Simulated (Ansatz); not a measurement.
System: F3NW (WNF3).

```xyz
5

W     0.0003   -0.0005   -0.0658
N    -0.0072    0.0132    1.5848
F     1.8086   -0.0024   -0.4981
F    -0.9024    1.5591   -0.5235
F    -0.8993   -1.5694   -0.4975
```

Geometry: PBE0-D4/def2-SVP; core potentials replace the inner electrons of W.

All numbers below come from Ansatz, RKS PBE0-D4/def2-TZVP.

What can the converged electron density and electron localisation function tell about the bonding?

Answer. W–N (1.65 Å): ρ is about 2.3 e/Å³ halfway; the ELF peaks at about 0.80 in the valence shell of N, 0.5 Å from its nucleus, and drops to about 0.45 between the two atoms.
W–F (1.86 Å): ρ at the midpoint is about 1.1 e/Å³; the ELF peaks at about 0.80 in the valence shell of F, 0.5 Å from its nucleus, and drops to about 0.25 between the two atoms.

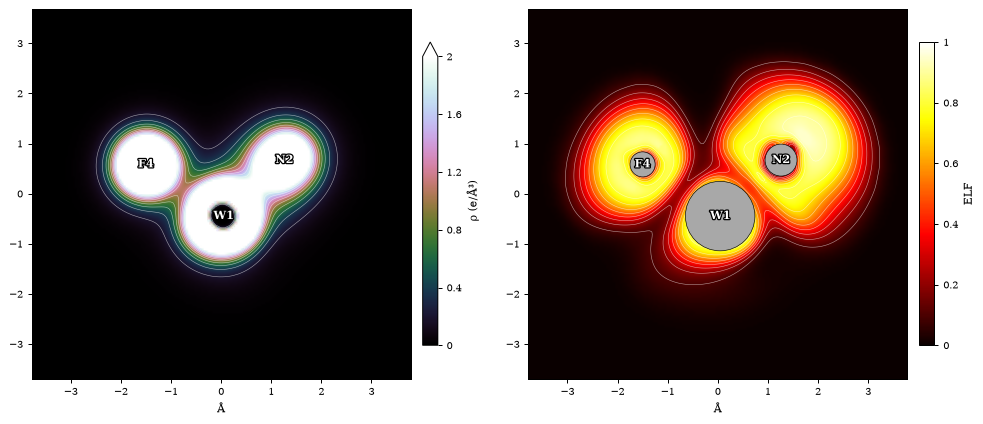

Computed electron density and electron localisation function on the plane of atoms N2, W1 and F4, in this order. Grey discs cover the atomic cores in the ELF map. 
